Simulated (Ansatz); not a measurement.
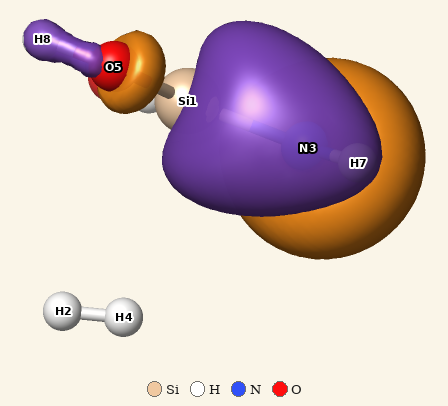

The picture shows: H$_{3}$NO$_{2}$Si···H$_{2}$. The HOMO−1 at ±0.1 Å⁻³ᐟ² (orange and purple are the two phases), seen across its widest extent.

The product side of a reaction path; geometry: PBE0-D4/def2-TZVP.

Theory: Ansatz, RKS PBE0-D4/def2-TZVPP.

```yaml
atoms:
  - { symbol: Si, position_ang: [0.6021, -0.0024, 0.2171] }
  - { symbol: H, position_ang: [-2.1132, -0.1886, -1.0300] }
  - { symbol: N, position_ang: [1.0119, 1.4414, -0.2659] }
  - { symbol: H, position_ang: [-1.7301, 0.4344, -1.1935] }
  - { symbol: O, position_ang: [0.8574, -1.4818, -0.3883] }
  - { symbol: O, position_ang: [-0.2324, -0.2153, 1.5925] }
  - { symbol: H, position_ang: [1.5445, 1.6339, -1.0991] }
  - { symbol: H, position_ang: [0.5016, -2.2216, 0.1107] }
  - { symbol: H, position_ang: [-0.4419, 0.6000, 2.0565] }
```

> Describe this orbital and give its energy.

By Hirshfeld shares it lies mainly on N3 (about 75 %) and Si1 (about 15 %). Its energy is −7.57 eV.
